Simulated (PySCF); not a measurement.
```xyz
19

C    -1.5764   -1.2240   -0.3726
C    -0.7894   -0.0255    0.1474
C    -1.6160    1.2477   -0.0009
P     0.8205    0.1485   -0.8108
C     1.6661    1.3758    0.2928
C     1.6890   -1.3589   -0.1701
H    -2.5298   -1.3060    0.1484
H    -1.7754   -1.1091   -1.4367
H    -1.0276   -2.1511   -0.2241
H    -0.5489   -0.1814    1.2078
H    -2.5771    1.1371    0.5002
H    -1.8002    1.4544   -1.0540
H    -1.1028    2.1033    0.4326
H     1.2709    2.3720    0.1080
H     1.5396    1.1205    1.3447
H     2.7267    1.3823    0.0473
H     1.3175   -2.2450   -0.6794
H     2.7501   -1.2608   -0.3931
H     1.5534   -1.4706    0.9051
```

Geometry: GFN2-xTB.

Level of theory: PBE0/pcSseg-1, SCF density, gas phase, non-relativistic (PySCF 2.14.0).

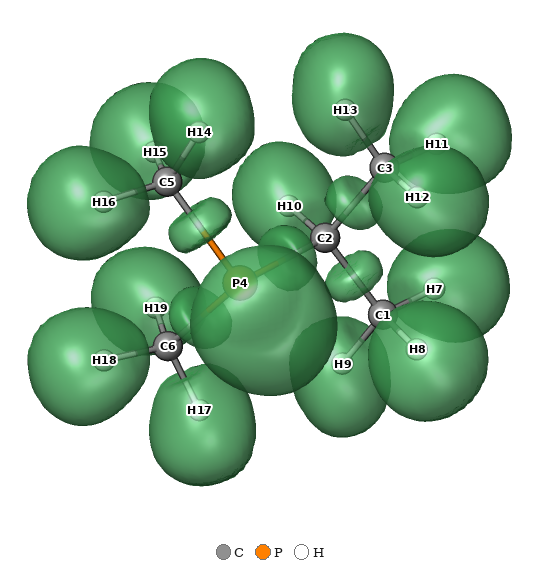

C5H13P. Isosurface of the ELF at 0.8 (green), seen at a tilt. Core shells and regions of very low density are left out.

Question: What do the ELF domains correspond to?

Answer: The ELF exceeds this value in two regions between bonded C–C atoms (shared pairs), three regions between bonded C–P atoms (shared pairs), 13 regions around hydrogen nuclei and one lobe on P, pointing away from the bonds (lone pairs).

Values along the shortest contacts:
C–C (1.53 Å): the ELF peaks at about 0.95 between the atoms: localised, covalent bonding. C–P (1.85 Å): the ELF peaks at about 0.95 between the atoms, as expected for a covalent bond.
